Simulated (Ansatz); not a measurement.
**C2H4FGeN: one molecule under many settings**

Aim: run C2H4FGeN under a spread of inputs, and see what each costs and gives.

Program: Ansatz 0.2.0, Gaussian basis. Level of theory: the settings change from run to run. These are calculated values, not measurements.

## Step 1: The molecule

The geometry comes from an earlier relaxation with PBE0-D4 in a triple-zeta def2 set; it is a stationary point, not always the lowest conformer.

SMILES `N#C[CH2][GeH2][F]`, 9 atoms, charge 0, spin multiplicity 1.

Atoms are counted from 1 here; the program's logs count them from 0.

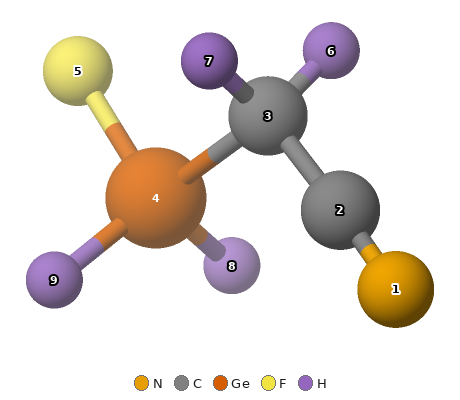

The geometry (nitrogen amber, carbon grey, germanium orange, fluorine yellow, hydrogen purple); atoms are numbered from 1 in the order of the file.

## Step 2: revPBE/6-31G

This run has unrestricted orbitals, atoms shaken by 0.08 Å.

in.yaml

```yaml
crystal:
  periodic: [false, false, false]
  atoms:
    - {symbol: N, position_ang: [1.430341, -2.165267, 0.796660]}
    - {symbol: C, position_ang: [1.103495, -1.177907, 0.402925]}
    - {symbol: C, position_ang: [0.982418, 0.165125, -0.146590]}
    - {symbol: Ge, position_ang: [-1.165491, 0.461307, -0.020351]}
    - {symbol: F, position_ang: [-1.318675, 1.974790, -0.762460]}
    - {symbol: H, position_ang: [1.319189, 0.253584, -1.094667]}
    - {symbol: H, position_ang: [1.350751, 0.840284, 0.506016]}
    - {symbol: H, position_ang: [-1.829496, -0.731636, -0.918367]}
    - {symbol: H, position_ang: [-1.643887, 0.451750, 1.331863]}
basis:
  gaussian: {orbitals: 6-31G}
magnetization: {spin_polarized: true, initial_magnetization: 0}
hamiltonian: {xc: {name: revPBE}}
output: {forces: true}
```

Command:

```bash
> ansatz run in.yaml --threads 4 --pin off --events-out ev --progress --plain --max-ram 10444MiB
```

Log, shortened:

```text
Functional definition: revPBE
  name "revPBE"
  cite "Zhang & Yang, Phys. Rev. Lett. 80, 890 (1998) doi:10.1103/PhysRevLett.80.890"
  cite "Perdew, Burke & Ernzerhof, Phys. Rev. Lett. 77, 3865 (1996) doi:10.1103/PhysRevLett.77.3865"
[...]
844 factors; integrals over basis functions are off by at most 5.4e-4 eV
[...]
mean field -62845.82694075 eV, -2309.5415416412 hartree, gradient 2.4e-5 eV, S^2 0.000000; 0 other end points of the search recorded, 0 dependent functions left out
[...]
reference -62845.82698954 eV, -2309.5415434342 hartree; 32, 32 occupied and 41, 41 virtual orbitals, 844 factors
Total energy: -62845.82698954 eV, -2309.5415434342 hartree
Atom 0 at     1.430341    -2.165267     0.796660 Å, force     2.487496    -9.557242     3.858128 eV/Å
Atom 1 at     1.103495    -1.177907     0.402925 Å, force    -1.594821     9.315974    -3.990941 eV/Å
Atom 2 at     0.982418     0.165125    -0.146590 Å, force    -5.106128    -3.038147     1.940270 eV/Å
Atom 3 at    -1.165491     0.461307    -0.020351 Å, force     2.599456    -3.682679    -1.996526 eV/Å
Atom 4 at    -1.318675     1.974790    -0.762460 Å, force    -0.678945     2.876433    -1.308098 eV/Å
Atom 5 at     1.319189     0.253584    -1.094667 Å, force     1.090155     0.381127    -3.553513 eV/Å
Atom 6 at     1.350751     0.840284     0.506016 Å, force     1.653425     2.756163     2.329459 eV/Å
Atom 7 at    -1.829496    -0.731636    -0.918367 Å, force     0.279596     0.818740     0.493269 eV/Å
Atom 8 at    -1.643887     0.451750     1.331863 Å, force    -0.730233     0.129631     2.227951 eV/Å
Dipole moment:    -0.226230     0.371804    -0.002314 e Å
```

Run time: 1.5 s. Hardware: 4 threads of Arm Neoverse V1, shared host.

Largest force 10.603 eV/Å, dipole 2.09 D, ⟨S²⟩ 0.000.

## Step 3: PBE0-DH/def2-mTZVP

This run has multiplicity 3, atoms shaken by 0.08 Å.

in.yaml

```yaml
crystal:
  periodic: [false, false, false]
  atoms:
    - {symbol: N, position_ang: [1.299759, -2.049021, 0.819478]}
    - {symbol: C, position_ang: [1.184008, -1.173649, 0.366805]}
    - {symbol: C, position_ang: [1.016780, 0.114439, -0.199652]}
    - {symbol: Ge, position_ang: [-1.088534, 0.330131, -0.039147]}
    - {symbol: F, position_ang: [-1.446458, 1.952843, -0.834320]}
    - {symbol: H, position_ang: [1.207693, 0.188193, -1.174093]}
    - {symbol: H, position_ang: [1.351195, 0.963229, 0.471112]}
    - {symbol: H, position_ang: [-1.783586, -0.587011, -0.969720]}
    - {symbol: H, position_ang: [-1.729617, 0.387417, 1.292209]}
basis:
  gaussian: {orbitals: def2-mTZVP}
magnetization: {spin_polarized: true, initial_magnetization: 2}
hamiltonian: {xc: {name: PBE0-DH}}
```

Same command.

Log, shortened:

```text
Functional definition: PBE0-DH
  name "PBE0-DH"
  cite "Brémond & Adamo, J. Chem. Phys. 135, 024106 (2011) doi:10.1063/1.3604569"
  cite "Perdew, Burke & Ernzerhof, Phys. Rev. Lett. 77, 3865 (1996) doi:10.1103/PhysRevLett.77.3865"
[...]
1135 factors; integrals over basis functions are off by at most 1.0e-3 eV
[...]
mean field -62836.43542575 eV, -2309.1964098308 hartree, gradient 2.8e-6 eV, S^2 2.012057; 4 other end points of the search recorded, 0 dependent functions left out
13 core orbitals not correlated: weight in the atoms' cores, before any rotation towards them, 1.000 or more for the frozen orbitals, at most 0.000 for the correlated occupied ones
reference -62836.43544525 eV, -2309.1964105472 hartree; 20, 18 occupied and 91, 93 virtual orbitals, 1135 factors
second order -26.93650156 eV of doubles, -0.00000000 eV of singles
Total energy: -62839.80250795 eV, -2309.3201478190 hartree
```

It took 11 s on 4 threads of Arm Neoverse V1, shared host; peak memory 0.62 GiB.

⟨S²⟩ 2.012.

## Step 4: wB97/cc-pVDZ

Set apart from the defaults: finite nuclei, a point charge of 1.00 e beside it, high accuracy.

in.yaml

```yaml
crystal:
  periodic: [false, false, false]
  atoms:
    - {symbol: N, position_ang: [1.390995, -2.231531, 0.866849]}
    - {symbol: C, position_ang: [1.184368, -1.187079, 0.429794]}
    - {symbol: C, position_ang: [0.853586, 0.109033, -0.107655]}
    - {symbol: Ge, position_ang: [-1.098412, 0.378269, -0.092822]}
    - {symbol: F, position_ang: [-1.300291, 1.968326, -0.771453]}
    - {symbol: H, position_ang: [1.208092, 0.197403, -1.136651]}
    - {symbol: H, position_ang: [1.317472, 0.898622, 0.487034]}
    - {symbol: H, position_ang: [-1.813322, -0.603130, -1.025101]}
    - {symbol: H, position_ang: [-1.653986, 0.423787, 1.332904]}
basis:
  gaussian: {orbitals: cc-pVDZ, nuclear_model: gaussian, point_charges: [{charge: 1.00, position_ang: [4.787, 0.273, -0.776]}]}
hamiltonian: {xc: {name: wB97}}
accuracy: high
```

The command is unchanged.

Log, shortened:

```text
Functional definition: wB97
  name "wB97"
  cite "Chai & Head-Gordon, J. Chem. Phys. 128, 084106 (2008) doi:10.1063/1.2834918"
  cite "Becke, J. Chem. Phys. 107, 8554 (1997) doi:10.1063/1.475007"
[...]
  # The coefficients of nought are those of the uniform gas.
[...]
      + integral(e_c_pw_opposite_spin*poly(b97_u_opposite, 1, cos1, cos2, cos3, cos4))
2361 factors; integrals over basis functions are off by at most 4.4e-9 eV
560 factors; integrals over basis functions are off by at most 2.1e-9 eV
[...]
mean field -62866.80585010 eV, -2310.3125023397 hartree, gradient 1.7e-8 eV, S^2 0.000000; 0 other end points of the search recorded, 0 dependent functions left out
reference -62866.80584922 eV, -2310.3125023072 hartree; 32, 32 occupied and 71, 71 virtual orbitals, 2361 factors
Total energy: -62866.80584922 eV, -2310.3125023072 hartree
```

It took 12 s on 4 threads of Arm Neoverse V1, shared host; peak memory 0.57 GiB.

## Step 5: RPBE/6-31G

Options: atoms shaken by 0.15 Å.

in.yaml

```yaml
crystal:
  periodic: [false, false, false]
  atoms:
    - {symbol: N, position_ang: [1.355849, -2.196676, 0.969161]}
    - {symbol: C, position_ang: [0.984382, -1.146357, 0.107659]}
    - {symbol: C, position_ang: [0.982850, 0.132556, -0.214762]}
    - {symbol: Ge, position_ang: [-1.221787, 0.239049, -0.006520]}
    - {symbol: F, position_ang: [-1.126374, 1.991604, -0.808228]}
    - {symbol: H, position_ang: [1.394818, 0.292418, -1.060829]}
    - {symbol: H, position_ang: [1.181642, 0.780270, 0.769288]}
    - {symbol: H, position_ang: [-1.991669, -0.768177, -1.083126]}
    - {symbol: H, position_ang: [-1.543762, 0.362946, 1.318320]}
basis:
  gaussian: {orbitals: 6-31G}
hamiltonian: {xc: {name: RPBE}}
```

The command is unchanged.

Log:

```text
Functional definition: RPBE
  name "RPBE"
  cite "Hammer, Hansen & Nørskov, Phys. Rev. B 59, 7413 (1999) doi:10.1103/PhysRevB.59.7413"
  cite "Perdew, Burke & Ernzerhof, Phys. Rev. Lett. 77, 3865 (1996) doi:10.1103/PhysRevLett.77.3865"
  parameter kappa = 0.804
  parameter beta = 0.06672455060314922
  exchange = rpbe_x(kappa = kappa, mu = beta*pi^2/3)
  correlation = pbe_c(beta = beta)
842 factors; integrals over basis functions are off by at most 6.0e-4 eV
mean field evaluation 1: about -62837.5919 eV, gradient 6.3e1 eV
mean field evaluation 2: about -62745.1294 eV, gradient 1.9e2 eV
mean field evaluation 4: about -62841.8064 eV, gradient 4.5e1 eV
mean field evaluation 8: about -62846.4363 eV, gradient 5.2e-1 eV
mean field evaluation 16: about -62846.4252 eV, gradient 4.8e-4 eV
mean field -62846.42523922 eV, -2309.5635287042 hartree, gradient 4.8e-5 eV, S^2 0.000000; 0 other end points of the search recorded, 0 dependent functions left out
reference -62846.42527875 eV, -2309.5635301571 hartree; 32, 32 occupied and 41, 41 virtual orbitals, 842 factors
Total energy: -62846.42527875 eV, -2309.5635301571 hartree
```

It took 0.75 s on 4 threads of Arm Neoverse V1, shared host.

## Step 6: r2SCAN50/ANO-RCC-VTZP

Options: multiplicity 3, relativity set to scalar, the search for lower states set to light.

in.yaml

```yaml
crystal:
  periodic: [false, false, false]
  atoms:
    - {symbol: N, position_ang: [1.390995, -2.231531, 0.866849]}
    - {symbol: C, position_ang: [1.184368, -1.187079, 0.429794]}
    - {symbol: C, position_ang: [0.853586, 0.109033, -0.107655]}
    - {symbol: Ge, position_ang: [-1.098412, 0.378269, -0.092822]}
    - {symbol: F, position_ang: [-1.300291, 1.968326, -0.771453]}
    - {symbol: H, position_ang: [1.208092, 0.197403, -1.136651]}
    - {symbol: H, position_ang: [1.317472, 0.898622, 0.487034]}
    - {symbol: H, position_ang: [-1.813322, -0.603130, -1.025101]}
    - {symbol: H, position_ang: [-1.653986, 0.423787, 1.332904]}
basis:
  gaussian: {orbitals: ANO-RCC-VTZP}
magnetization: {spin_polarized: true, initial_magnetization: 2}
hamiltonian: {xc: {name: r2SCAN50}, pseudopotentials: {relativity: scalar}}
scf: {lower_state_search: light}
output: {forces: true}
```

The command is unchanged.

Log, shortened:

```text
Functional definition: r2SCAN50
  name "r2SCAN50"
  cite "Bursch, Neugebauer, Ehlert & Grimme, J. Chem. Phys. 156, 134105 (2022) doi:10.1063/5.0086040"
  cite "Furness, Kaplan, Ning, Perdew & Sun, J. Phys. Chem. Lett. 11, 8208 (2020) doi:10.1021/acs.jpclett.0c02405"
  cite "Furness, Kaplan, Ning, Perdew & Sun, J. Phys. Chem. Lett. 11, 9248 (2020) doi:10.1021/acs.jpclett.0c03077"
  parent r2scan
[...]
1818 factors; their error is unknown
[...]
mean field -63451.67840245 eV, -2331.8061721977 hartree, gradient 1.9e-7 eV, S^2 2.015470; 2 other end points of the search recorded, 0 dependent functions left out
[...]
reference -63451.67842180 eV, -2331.8061729089 hartree; 33, 31 occupied and 186, 188 virtual orbitals, 1818 factors
Total energy: -63451.67842180 eV, -2331.8061729089 hartree
Relativity: scalar
Atom 0 at     1.390995    -2.231531     0.866849 Å, force     2.074932   -12.630568     5.314311 eV/Å
Atom 1 at     1.184368    -1.187079     0.429794 Å, force    -1.862787    13.725863    -5.800545 eV/Å
Atom 2 at     0.853586     0.109033    -0.107655 Å, force     0.490962    -1.290209     0.524414 eV/Å
Atom 3 at    -1.098412     0.378269    -0.092822 Å, force    -0.355424     0.493967    -0.189612 eV/Å
Atom 4 at    -1.300291     1.968326    -0.771453 Å, force    -0.201627    -0.217476     0.107971 eV/Å
Atom 5 at     1.208092     0.197403    -1.136651 Å, force    -0.209967    -0.037643     0.215277 eV/Å
Atom 6 at     1.317472     0.898622     0.487034 Å, force    -0.231021    -0.173503    -0.095315 eV/Å
Atom 7 at    -1.813322    -0.603130    -1.025101 Å, force     0.168440     0.199338     0.269534 eV/Å
Atom 8 at    -1.653986     0.423787     1.332904 Å, force     0.126492    -0.069769    -0.346036 eV/Å
Dipole moment:     0.030572     0.091565    -0.040037 e Å
```

Wall time 1.8 min (4 threads of Arm Neoverse V1, shared host); peak memory 1.6 GiB.

Largest force 15.017 eV/Å, dipole 0.50 D, ⟨S²⟩ 2.015.

## Step 7: LC-wPBE/aug-cc-pVTZ

This run has high accuracy.

Edit in.yaml of step 6 so:

```diff
@@ -13,6 +13,4 @@
 basis:
-  gaussian: {orbitals: ANO-RCC-VTZP}
-magnetization: {spin_polarized: true, initial_magnetization: 2}
-hamiltonian: {xc: {name: r2SCAN50}, pseudopotentials: {relativity: scalar}}
-scf: {lower_state_search: light}
-output: {forces: true}
+  gaussian: {orbitals: aug-cc-pVTZ}
+hamiltonian: {xc: {name: LC-wPBE}}
+accuracy: high
```

The command is unchanged.

Log, shortened:

```text
Functional definition: LC-wPBE
  name "LC-wPBE"
  cite "Vydrov & Scuseria, J. Chem. Phys. 125, 234109 (2006) doi:10.1063/1.2409292"
  cite "Heyd & Scuseria, J. Chem. Phys. 120, 7274 (2004) doi:10.1063/1.1668634"
  cite "Ernzerhof & Perdew, J. Chem. Phys. 109, 3313 (1998) doi:10.1063/1.476928"
  cite "Perdew, Burke & Ernzerhof, Phys. Rev. Lett. 77, 3865 (1996) doi:10.1103/PhysRevLett.77.3865"
  parent pbe
[...]
5004 factors; integrals over basis functions are off by at most 4.1e-9 eV
1113 factors; integrals over basis functions are off by at most 2.1e-9 eV
[...]
mean field -62856.80073571 eV, -2309.9448211674 hartree, gradient 4.4e-8 eV, S^2 0.000000; 0 other end points of the search recorded, 0 dependent functions left out
reference -62856.80073571 eV, -2309.9448211674 hartree; 32, 32 occupied and 303, 303 virtual orbitals, 5004 factors
Total energy: -62856.80073571 eV, -2309.9448211674 hartree
```

Run time: 34 s. Hardware: 4 threads of Arm Neoverse V1, shared host; peak memory 4.1 GiB.

## Step 8: revPBE/STO-3G

This run has density fitting with def2-universal-jkfit, D3(BJ) dispersion.

Edit in.yaml of step 7 so:

```diff
@@ -13,4 +13,3 @@
 basis:
-  gaussian: {orbitals: aug-cc-pVTZ}
-hamiltonian: {xc: {name: LC-wPBE}}
-accuracy: high
+  gaussian: {orbitals: STO-3G, fitting: {mean_field: def2-universal-jkfit}}
+hamiltonian: {xc: {name: revPBE}, dispersion: d3bj}
```

Launched as before.

Log:

```text
Functional definition: revPBE
  name "revPBE"
  cite "Zhang & Yang, Phys. Rev. Lett. 80, 890 (1998) doi:10.1103/PhysRevLett.80.890"
  cite "Perdew, Burke & Ernzerhof, Phys. Rev. Lett. 77, 3865 (1996) doi:10.1103/PhysRevLett.77.3865"
  parameter kappa = 1.245
  parameter beta = 0.06672455060314922
  exchange = pbe_x(kappa = kappa, mu = beta*pi^2/3)
  correlation = pbe_c(beta = beta)
642 factors; integrals over basis functions are off by at most 1.6e-2 eV
mean field evaluation 1: about -61598.8223 eV, gradient 4.5e2 eV
mean field evaluation 2: about -61430.3649 eV, gradient 1.4e2 eV
mean field evaluation 4: about -60580.9343 eV, gradient 5.5e2 eV
mean field evaluation 8: about -62113.9168 eV, gradient 3.5e1 eV
mean field -62120.89821553 eV, -2282.9009023634 hartree, gradient 4.9e-5 eV, S^2 0.000000; 0 other end points of the search recorded, 0 dependent functions left out
reference -62120.89823890 eV, -2282.9009032223 hartree; 32, 32 occupied and 10, 10 virtual orbitals, 642 factors
Total energy: -62121.33959689 eV, -2282.9171228295 hartree
```

It took 0.6 s on 4 threads of Arm Neoverse V1, shared host.

## Step 9: LC-wPBE/aug-cc-pVDZ

Edit in.yaml of step 8 so:

```diff
@@ -13,3 +13,3 @@
 basis:
-  gaussian: {orbitals: STO-3G, fitting: {mean_field: def2-universal-jkfit}}
-hamiltonian: {xc: {name: revPBE}, dispersion: d3bj}
+  gaussian: {orbitals: aug-cc-pVDZ}
+hamiltonian: {xc: {name: LC-wPBE}}
```

The command is unchanged.

Log, shortened:

```text
Functional definition: LC-wPBE
  name "LC-wPBE"
  cite "Vydrov & Scuseria, J. Chem. Phys. 125, 234109 (2006) doi:10.1063/1.2409292"
  cite "Heyd & Scuseria, J. Chem. Phys. 120, 7274 (2004) doi:10.1063/1.1668634"
  cite "Ernzerhof & Perdew, J. Chem. Phys. 109, 3313 (1998) doi:10.1063/1.476928"
  cite "Perdew, Burke & Ernzerhof, Phys. Rev. Lett. 77, 3865 (1996) doi:10.1103/PhysRevLett.77.3865"
  parent pbe
[...]
1569 factors; their error is unknown
787 factors; integrals over basis functions are off by at most 1.0e-5 eV
[...]
mean field -62853.13165173 eV, -2309.8099848182 hartree, gradient 2.7e-5 eV, S^2 0.000000; 0 other end points of the search recorded, 0 dependent functions left out
reference -62853.13165174 eV, -2309.8099848185 hartree; 32, 32 occupied and 132, 132 virtual orbitals, 1569 factors
Total energy: -62853.13165174 eV, -2309.8099848185 hartree
```

Run time: 2.6 s. Hardware: 4 threads of Arm Neoverse V1, shared host; peak memory 0.39 GiB.

## Step 10: B2PLYP/x2c-TZVPPall

Edit in.yaml of step 9 so:

```diff
@@ -13,3 +13,3 @@
 basis:
-  gaussian: {orbitals: aug-cc-pVDZ}
-hamiltonian: {xc: {name: LC-wPBE}}
+  gaussian: {orbitals: x2c-TZVPPall}
+hamiltonian: {xc: {name: B2PLYP}}
```

The command is unchanged.

Log, shortened:

```text
Functional definition: B2PLYP
  name "B2PLYP"
  cite "Grimme, J. Chem. Phys. 124, 034108 (2006) doi:10.1063/1.2148954"
  cite "Becke, Phys. Rev. A 38, 3098 (1988) doi:10.1103/PhysRevA.38.3098"
  cite "Lee, Yang & Parr, Phys. Rev. B 37, 785 (1988) doi:10.1103/PhysRevB.37.785"
[...]
1410 factors; integrals over basis functions are off by at most 8.8e-4 eV
[...]
mean field -63440.70065994 eV, -2331.4027476013 hartree, gradient 6.4e-6 eV, S^2 0.000000; 0 other end points of the search recorded, 0 dependent functions left out
13 core orbitals not correlated: weight in the atoms' cores, before any rotation towards them, 1.000 or more for the frozen orbitals, at most 0.000 for the correlated occupied ones
reference -63440.70081818 eV, -2331.4027534165 hartree; 19, 19 occupied and 196, 196 virtual orbitals, 1410 factors
second order -33.71701420 eV of doubles, -0.00000000 eV of singles
Total energy: -63449.80441201 eV, -2331.7373043193 hartree
Relativity: scalar
```

Wall time 5.5 s (4 threads of Arm Neoverse V1, shared host); peak memory 0.58 GiB.

## Step 11: All runs side by side

```csv
level,charge,multiplicity,geometry,functions,energy (eV),time
revPBE/6-31G,0,1,shaken,73,-62845.827,1.5 s
PBE0-DH/def2-mTZVP,0,3,shaken,124,-62839.803,11 s
wB97/cc-pVDZ,0,1,"relaxed, point charge",103,-62866.806,12 s
RPBE/6-31G,0,1,shaken,73,-62846.425,0.75 s
r2SCAN50/ANO-RCC-VTZP,0,3,relaxed,219,-63451.678,1.8 min
LC-wPBE/aug-cc-pVTZ,0,1,relaxed,335,-62856.801,34 s
revPBE/STO-3G,0,1,relaxed,42,-62121.340,0.6 s
LC-wPBE/aug-cc-pVDZ,0,1,relaxed,164,-62853.132,2.6 s
B2PLYP/x2c-TZVPPall,0,1,relaxed,228,-63449.804,5.5 s
```

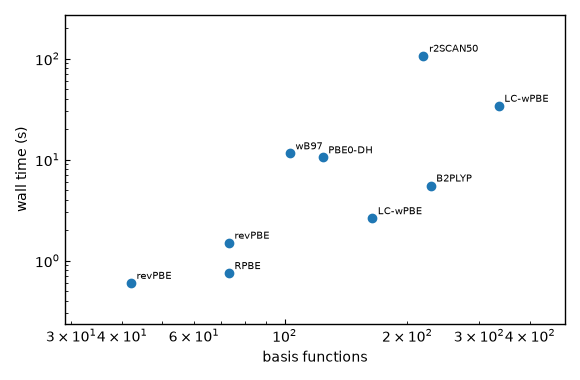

Wall time against the number of basis functions (shared host).

## Step 12: Summary of results

| quantity | value |
| --- | --- |
| runs | 9 |
| quickest | revPBE/STO-3G, 0.6 s |
| slowest | r2SCAN50/ANO-RCC-VTZP, 1.8 min |
| spread of total energies, same state and geometry | 1328.5 eV |

Run time spans a factor of 178, from revPBE/STO-3G to r2SCAN50/ANO-RCC-VTZP. The jobs differ in tasks and options as well as level. Total energies at one charge and spin differ by 1328 eV between levels, so only differences within one level mean anything. Some of these runs are scalar-relativistic and others not, which shifts the totals of all-electron atoms past neon by several eV an atom and more; core potentials, where a basis has them, take the core out of the total altogether.
